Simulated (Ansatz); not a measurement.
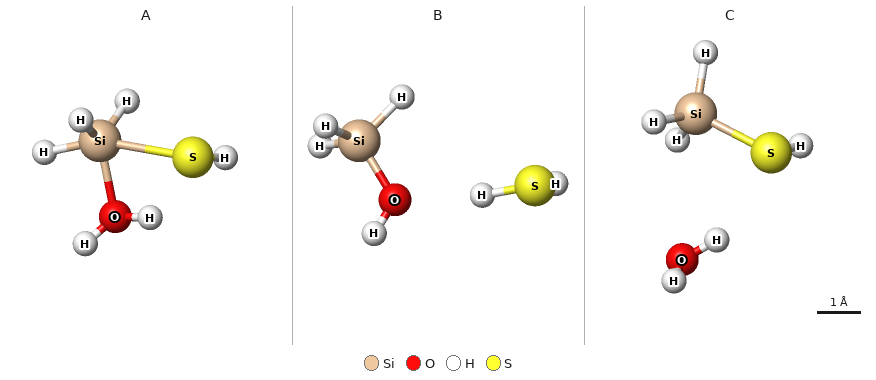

Three geometries of SiH6SO: a saddle point and the two minima that it joins, in shuffled order. Style: ball-and-stick. Shown at a tilt. Sticks join atoms that are closer than about 1.2 times the sum of their covalent radii (a little more with hydrogen).

Stationary points at PBE0-D4/def2-TZVP, single-point energies with CCSD(T)/CBS (def2-TZVPP where no basis is named; Ansatz 0.2.0). The energies are electronic, without zero-point or thermal terms, and both ends are the minima reached downhill from the saddle, with any fragments still in contact. CCSD(T)/CBS stands for a frozen-core estimate: MP2 correlation extrapolated from def2-TZVPP and def2-QZVPP, CCSD(T) minus MP2 from the smaller set.

> Identify the saddle point and describe the reaction.

Frame A is the saddle point. Counted by bonded pieces, B holds H₂S + SiH₄O and C holds H₂O + SiH₄S. From B over the saddle to C, bonds form: S–Si (4.50 → 2.51 → 2.15 Å), H–O (2.17 → 1.05 → 0.97 Å). Bonds break: O–Si (1.65 → 1.85 → 3.48 Å), H–S (1.35 → 1.88 → 2.50 Å). The saddle has one imaginary mode, 262i cm⁻¹. With CCSD(T)/CBS the barrier is 33.5 kcal/mol from B and 27.6 kcal/mol from C, and C lies 5.9 kcal/mol above B.
